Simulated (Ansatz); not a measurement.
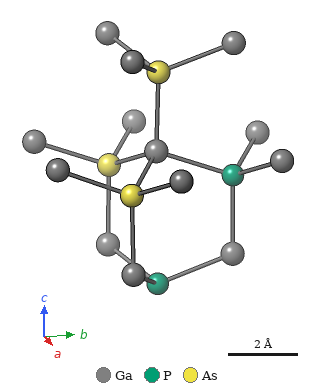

Solid Ga$_{48}$P$_{39}$As$_{9}$ (a generated structure, set up in P1), before the relaxation. The picture is a ball-and-stick view of the atoms within 4.2 Å of the atom that moves most (axes of the cell of the calculation), seen slightly off an axis.

The calculation used DFT, PBEsol, PAW, plane waves in Ansatz 0.2.0.

Set-up: plane-wave cutoff 420 eV; k-point mesh 1 × 1 × 1; mesh shifted by (0.25, 0.25, 0.25); no spin polarisation; cell relaxed at fixed alpha, beta, gamma; force threshold 0.03 eV/Å; at most 80 steps.

```
CELL_PARAMETERS angstrom
11.58900 0.00000 0.00000
0.00000 13.38182 0.00000
0.00000 0.00000 12.72841
ATOMIC_POSITIONS crystal
Ga 0.00140 0.16405 0.99735
Ga 0.00178 0.16845 0.50045
Ga 0.33023 0.16444 0.00159
Ga 0.33075 0.16691 0.50168
Ga 0.16586 0.41692 0.99959
Ga 0.16383 0.41387 0.50047
Ga 0.00051 0.66703 0.00153
Ga 0.99843 0.66666 0.49872
Ga 0.66513 0.16437 0.00181
Ga 0.66646 0.16725 0.49942
Ga 0.49458 0.41729 0.00097
Ga 0.49794 0.41505 0.49818
Ga 0.33210 0.66739 0.99797
Ga 0.33233 0.66655 0.50117
Ga 0.16811 0.91786 0.00104
Ga 0.16912 0.91842 0.50230
Ga 0.83340 0.41437 0.99958
Ga 0.83442 0.41837 0.50224
Ga 0.66887 0.66841 0.99715
Ga 0.66714 0.66732 0.49863
Ga 0.50179 0.91636 0.99975
Ga 0.49858 0.91677 0.50098
Ga 0.83248 0.91745 0.00264
Ga 0.83324 0.91603 0.50137
Ga 0.16430 0.08334 0.24916
Ga 0.16570 0.08150 0.75194
Ga 0.00080 0.33297 0.25006
Ga 0.99819 0.33213 0.74882
Ga 0.49979 0.08488 0.24934
Ga 0.49847 0.08330 0.74922
Ga 0.33580 0.33491 0.24782
Ga 0.33231 0.33298 0.75026
Ga 0.16699 0.58346 0.25119
Ga 0.17049 0.58545 0.74982
Ga 0.99710 0.83428 0.25338
Ga 0.00107 0.83211 0.74878
Ga 0.83210 0.08435 0.24942
Ga 0.83122 0.08273 0.75320
Ga 0.66846 0.33152 0.24867
Ga 0.66456 0.33237 0.74689
Ga 0.49949 0.58307 0.25099
Ga 0.49931 0.58170 0.75044
Ga 0.33454 0.83368 0.24914
Ga 0.33199 0.83212 0.74719
Ga 0.83307 0.58319 0.24756
Ga 0.83112 0.58069 0.74816
Ga 0.66613 0.83451 0.25013
Ga 0.66984 0.83266 0.75162
P 0.99698 0.16589 0.18909
P 0.99879 0.16636 0.68574
P 0.33411 0.16675 0.18607
P 0.33836 0.16693 0.68821
P 0.16515 0.41677 0.18741
P 0.00074 0.66680 0.19099
P 0.00017 0.66894 0.68678
P 0.66301 0.16626 0.18666
P 0.66607 0.16429 0.68848
P 0.50210 0.41853 0.18574
P 0.33301 0.66716 0.18920
P 0.33255 0.66733 0.68657
P 0.16411 0.91736 0.18877
P 0.16668 0.91738 0.68574
P 0.83453 0.41517 0.18579
P 0.83174 0.41727 0.68621
P 0.66655 0.66477 0.18538
P 0.66585 0.66596 0.68530
P 0.50144 0.91590 0.68720
P 0.83204 0.91317 0.18460
P 0.83202 0.91838 0.68917
P 0.16945 0.08420 0.43853
P 0.16698 0.08324 0.93816
P 0.00151 0.33263 0.93683
P 0.33290 0.33159 0.93858
P 0.16777 0.58406 0.43702
P 0.16776 0.57905 0.93491
P 0.99963 0.83270 0.43817
P 0.99804 0.83408 0.93772
P 0.83468 0.08440 0.43726
P 0.83299 0.08538 0.93760
P 0.66760 0.33063 0.43681
P 0.66586 0.33281 0.93504
P 0.50243 0.58114 0.43306
P 0.49923 0.58302 0.93894
P 0.33117 0.83358 0.43694
P 0.83403 0.58223 0.43630
P 0.66757 0.83511 0.43671
P 0.66553 0.83397 0.93774
As 0.16656 0.41827 0.68760
As 0.49831 0.41674 0.68708
As 0.50040 0.91614 0.18792
As 0.00131 0.33497 0.43778
As 0.49584 0.08255 0.44129
As 0.49987 0.08356 0.93622
As 0.33566 0.33125 0.43480
As 0.33751 0.83190 0.93632
As 0.83442 0.58421 0.93973
```

**Where does the relaxation end?**

The atom that moves furthest relative to the cell is Ga6 (0.11 Å roughly along [1 3 −1]). Largest moves by element: Ga 0.11 Å, P 0.09 Å, As 0.07 Å. Cell: a 11.589 → 11.568 Å (−0.2 %), b unchanged at 13.382 Å, c 12.728 → 12.739 Å (+0.1 %). Volume −0.1 %. Near-neighbour distances that change, for instance: Ga6–As91 2.302 → 2.415 Å, Ga12–As94 2.333 → 2.418 Å, Ga6–P74 2.417 → 2.338 Å, Ga4–As94 2.359 → 2.426 Å. Among the angles between lasting bonds that change: As91–Ga6–As94 110.1° → 106.4°, P74–Ga6–As88 108.1° → 111.4°, As88–Ga6–As91 111.6° → 108.5°. The space group stays P1 (No. 1). After 4 geometry steps the energy has fallen by 13.2 meV per atom. Largest force component: 1.1 eV/Å at the start, 0.01 eV/Å at the end. The pressure goes from 0.13 to 0.00 GPa. Cost: 14 s on 1 × NVIDIA GB300 Max-Q with 8 threads of Arm Neoverse-V2, peak memory 2.5 GiB.

History of the run:

```json
{"step": "0", "E − E(0), meV/atom": "0.00", "largest force component, eV/Å": "1.0982", "pressure, GPa": "0.13"}
{"step": "1", "E − E(0), meV/atom": "-12.20", "largest force component, eV/Å": "0.2758", "pressure, GPa": "-0.04"}
{"step": "2", "E − E(0), meV/atom": "-13.18", "largest force component, eV/Å": "0.0202", "pressure, GPa": "-0.02"}
{"step": "3", "E − E(0), meV/atom": "-13.20", "largest force component, eV/Å": "0.0100", "pressure, GPa": "0.00"}
{"step": "4", "E − E(0), meV/atom": "-13.19", "largest force component, eV/Å": "0.0100", "pressure, GPa": "0.00"}
```

The end point in the same view:

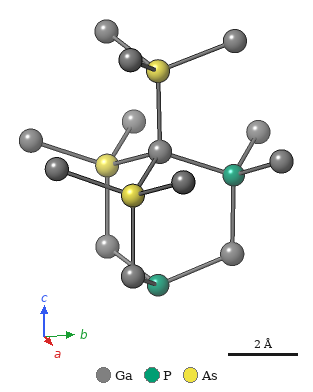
